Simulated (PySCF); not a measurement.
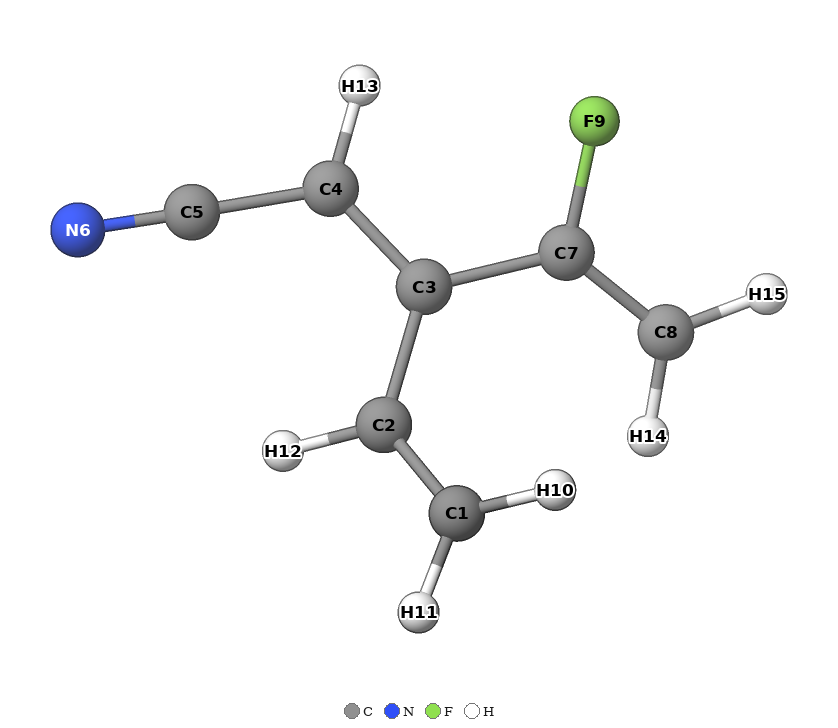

The geometry was computed by an optimisation with GFN2-xTB. No frequency run is at hand to confirm it as a minimum. Electric field gradients from the ground-state density, PBE0/pcSseg-1 (PySCF 2.14.0), non-relativistic apart from any core potentials.

Give the largest field-gradient component, the quadrupole coupling constant and the asymmetry for 14N at N6 (Q = 20.44 mb), 2H at H10 (Q = 2.86 mb), 2H at H11 (Q = 2.86 mb).

```json
{"atom": "N6", "V_zz (a.u.)": "−0.969", "e²qQ/h (MHz)": "−4.65", "η": "0.05"}
{"atom": "H10", "V_zz (a.u.)": "0.330", "e²qQ/h (MHz)": "0.222", "η": "0.04"}
{"atom": "H11", "V_zz (a.u.)": "0.335", "e²qQ/h (MHz)": "0.225", "η": "0.04"}
```
